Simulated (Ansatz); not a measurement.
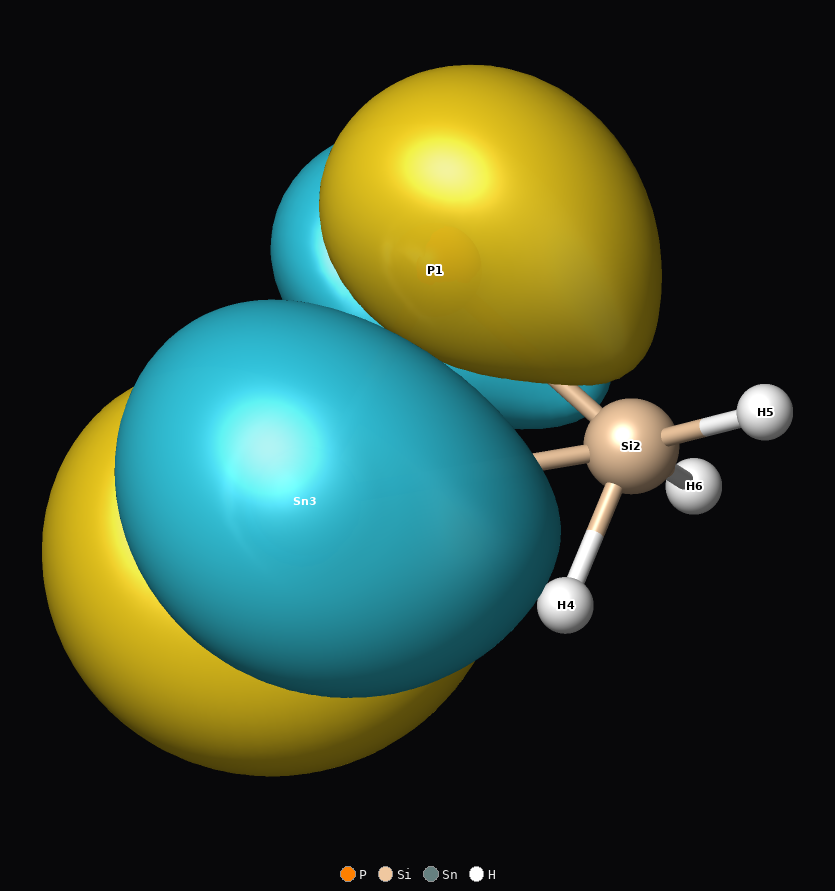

The picture shows: H$_{3}$PSiSn. One frontier orbital at ±0.06 Å⁻³ᐟ² (yellow and cyan are the two phases), seen at a tilt.

Geometry: B3LYP-D3(BJ)/def2-SVP; core potentials replace the inner electrons of Sn.

Level of theory: isolated molecule in a Gaussian basis; Kohn-Sham density functional theory, functional PBE0 (Ansatz 0.2.0).

```yaml
atoms:
  - { symbol: P, position_ang: [0.4381, 0.8107, 1.2883] }
  - { symbol: Si, position_ang: [-0.9586, 1.2203, -0.4119] }
  - { symbol: Sn, position_ang: [-0.2033, -1.4093, 0.6471] }
  - { symbol: H, position_ang: [-1.4716, -0.1409, -0.9494] }
  - { symbol: H, position_ang: [-0.3365, 1.8565, -1.6086] }
  - { symbol: H, position_ang: [-2.2094, 1.9466, -0.0488] }
```

Q: Which orbital is it: HOMO or LUMO?

A: The LUMO, at −2.43 eV. By Hirshfeld shares it lies mainly on Sn3 (about 65 %) and P1 (about 30 %); π-antibonding (π*) across Sn3–P1.
